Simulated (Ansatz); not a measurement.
## Response to strain in TiSi2

Base system: TiSi2 (space group Fddd, No. 70).

```
CELL_PARAMETERS angstrom
      0.00000     4.11477     4.26030
      2.38957     0.00000     4.26030
      2.38957     4.11477     0.00000
ATOMIC_POSITIONS crystal
  Si 0.66253 0.33747 0.66253
  Si 0.33747 0.66253 0.33747
  Si 0.58747 0.91253 0.58747
  Si 0.91253 0.58747 0.91253
  Ti 0.00000 0.00000 0.00000
  Ti 0.25000 0.25000 0.25000
```

Cartesian axes are those of the cell as printed.

Strains are applied to the cell and any free atomic positions relax; under biaxial strain the out-of-plane vector relaxes too.

Method: DFT with r2SCAN, PAW potentials and a 500 eV plane-wave cutoff in Ansatz (a quantum-chemistry and plane-wave program), without spin-orbit coupling.

Notes on the quantities. energy relative to the base: free energy F.

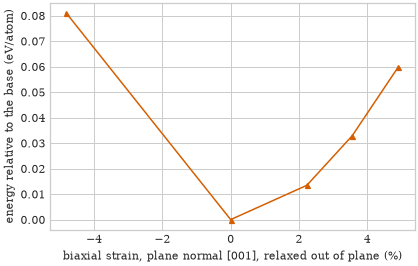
Figure: Energy relative to the base against biaxial strain, plane normal [001], relaxed out of plane

```tsv
biaxial strain, plane normal [001], relaxed out of plane (%)	energy relative to the base
-4.81	+81 meV/atom
2.23	+13 meV/atom
3.56	+33 meV/atom
4.91	+60 meV/atom
```

Without a gap, meshes like the base's 13×13×13 leave anisotropic stresses uncertain by several tenths of a GPa, and small strain energies with them. No phonon test of stability was made. The final runs are not spin-polarised.
